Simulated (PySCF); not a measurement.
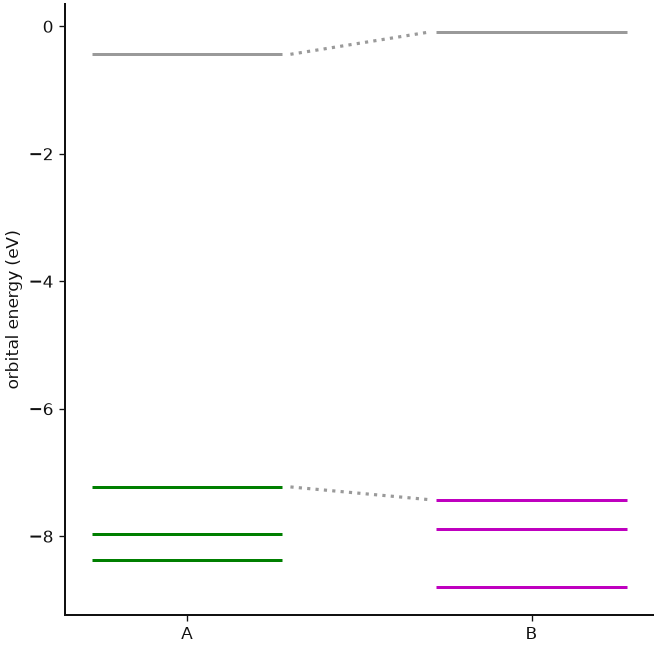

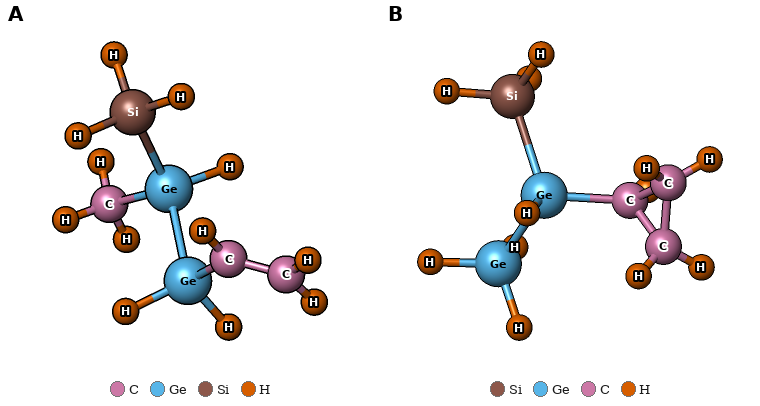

Related molecules: A is C₃H₁₂Ge₂Si, SMILES C=[CH][GeH2][Ge@@H]([CH3])[SiH3], singlet; B is C₃H₁₂Ge₂Si, SMILES [SiH3][Ge@@H]([GeH3])[CH]1CC1, singlet. Frontier orbital energies, PBE0/def2-SVPD, PySCF, at a PBE0-D3(BJ)/def2-SVP geometry (no frequency check); drawn are at most three filled levels and, in grey, the LUMO with any level within 0.03 eV of it; dotted lines join the HOMOs and the LUMOs.

**What does the change do to the frontier levels?**

From A to B the HOMO falls by 0.20 eV and the LUMO rises by 0.35 eV, so the separation goes from 6.79 to 7.33 eV.

**Does the ΔSCF ionisation energy follow the HOMO?**

A: −ε(HOMO) 7.23, ΔSCF 8.82 eV; B: −ε(HOMO) 7.42, ΔSCF 9.03 eV.

Caveats, for all or some of the runs: one conformer of a flexible molecule.
